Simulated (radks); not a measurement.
The osmium ion Os²⁺ in the configuration [Xe] 4f14 5d5 6s1 (open shells shared over both j by 2j + 1). Level of theory: Dirac Kohn-Sham, PBE, spin-unpolarised, spherical densities, point nucleus. Computed with the in-house radial solver radks.

```
Z 76
configuration [Xe] 4f14 5d5 6s1
relativity Dirac
functional pbe,pbe
spin unpolarised
j_filling average
nucleus point
c 137.035999084
```

Wanted: the number of electrons inside radius r (solid) and the radial density 4πr²ρ (dashed).

The count levels off at 74 electrons. Half of them lie within 0.378 bohr, 90 % within 1.26 bohr and 99 % within 2.74 bohr. The radial density has minima at 0.0236, 0.0981 and 0.282 bohr, where the count stands at 2.0, 11.1 and 29.9; these part the shells that the density resolves.

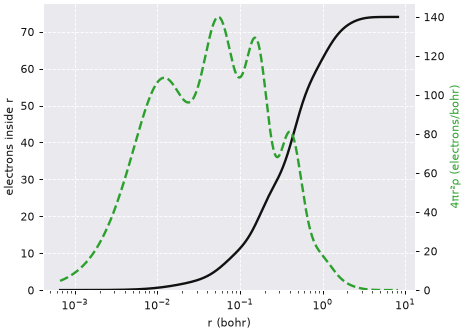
